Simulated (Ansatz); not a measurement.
Input

```
crystal:
  periodic: [false, false, false]
  atoms:
    - {symbol: Si, position_ang: [0.001407, 0.000923, 0.410611]}
    - {symbol: Cl, position_ang: [0.009621, 0.006343, 2.519378]}
    - {symbol: C, position_ang: [1.794531, 0.005308, -0.161099]}
    - {symbol: H, position_ang: [2.328026, 0.899613, 0.219570]}
    - {symbol: H, position_ang: [1.848389, 0.014898, -1.270344]}
    - {symbol: H, position_ang: [2.328347, -0.895280, 0.204059]}
    - {symbol: C, position_ang: [-0.903163, 1.551493, -0.154657]}
    - {symbol: H, position_ang: [-1.945483, 1.560679, 0.223124]}
    - {symbol: H, position_ang: [-0.935428, 1.599541, -1.263703]}
    - {symbol: H, position_ang: [-0.394201, 2.463642, 0.217066]}
    - {symbol: C, position_ang: [-0.893295, -1.558064, -0.147136]}
    - {symbol: H, position_ang: [-1.938038, -1.568954, 0.223885]}
    - {symbol: H, position_ang: [-0.382503, -2.464790, 0.235210]}
    - {symbol: H, position_ang: [-0.918199, -1.615342, -1.255975]}
basis:
  gaussian: {orbitals: def2-TZVP, initial_orbitals: start.molden}
hamiltonian: {xc: pbe0, dispersion: d4}
scf: {omitted_lower_state_checks: [starts]}
output: {orbitals: {seedname: orbitals}}
```

Command:

```sh
ansatz run in.yaml --threads 4 --pin off --events-out ev --progress --plain --max-ram 8704MiB
```

Geometry: PBE-D4/def2-SVP.

All numbers below come from RKS PBE0-D4/def2-TZVP in Ansatz.

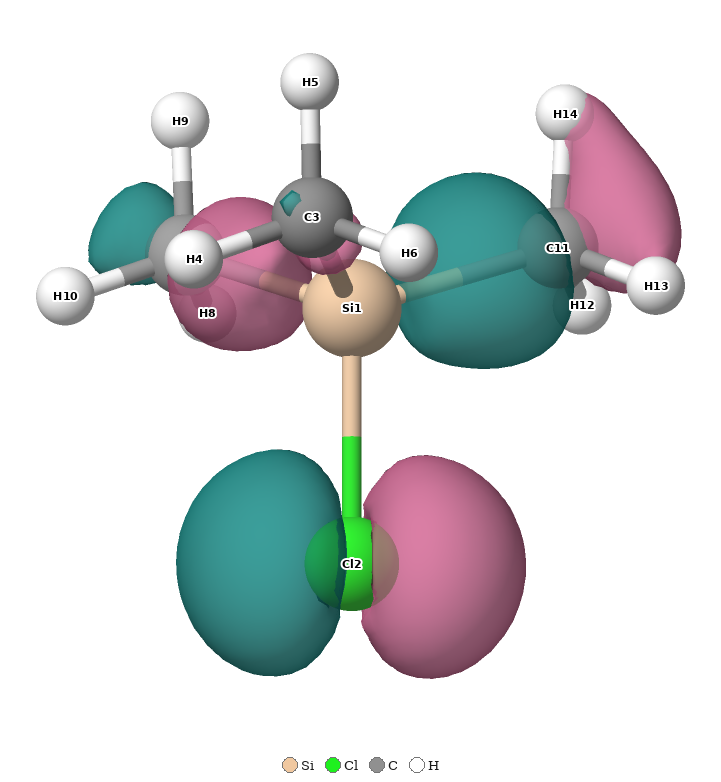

C3H9ClSi (SiClMe3). The HOMO at ±0.15 Å⁻³ᐟ² (teal and pink are the two phases), seen from one side.

> Describe this orbital and give its energy.

It lies mainly on Cl2 (about 50 %), C11 (about 20 %) and Si1 (about 15 %). It is one of a degenerate set, so its orientation is arbitrary. Its energy is −8.33 eV.
